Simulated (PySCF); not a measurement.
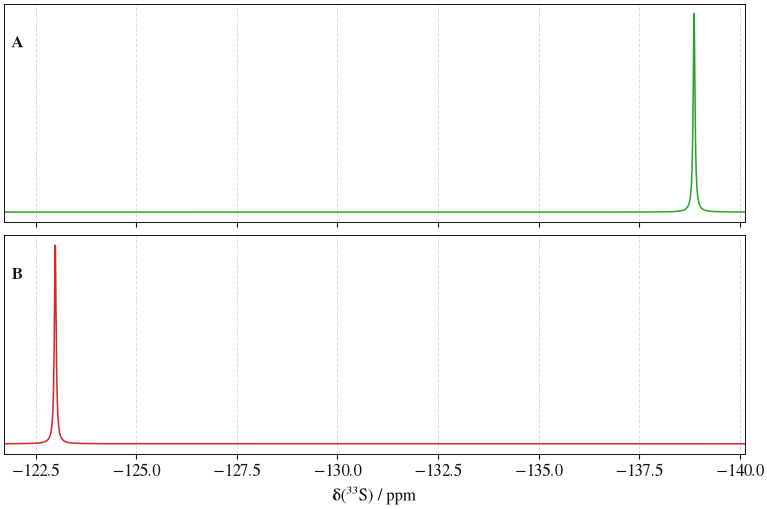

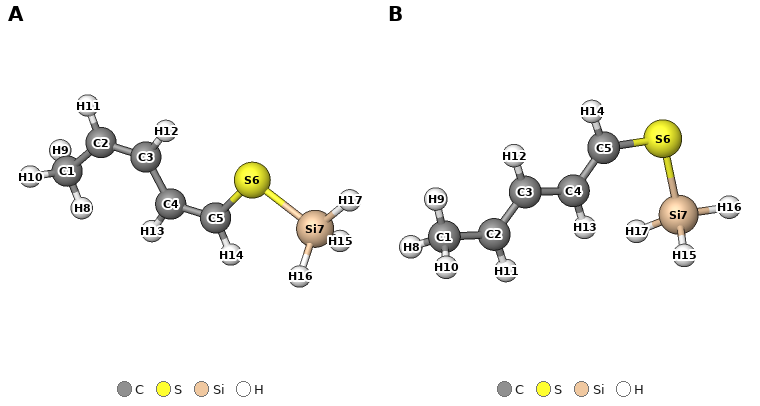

Related molecules: A is C₅H₁₀SSi, SMILES C/C=C\C=C/S[SiH3]; B is C₅H₁₀SSi, SMILES C/C=C/C=C/S[SiH3]. GIAO ³³S shifts against CS₂, ωB97X-D/pcSseg-1 in PySCF 2.14.0, at a PBE0-D3(BJ)/def2-SVP geometry (no frequency check); fully decoupled, line heights follow the number of nuclei within a panel, widths are arbitrary (no quadrupolar broadening); values of one conformer, averaged over methyl-type rotors and exact or near symmetry; other conformers aren't averaged in.

Question: How does the ³³S shift respond?

Answer: From A (−138.9 ppm) to B (−123.0 ppm) the nucleus is deshielded by 15.9 ppm.
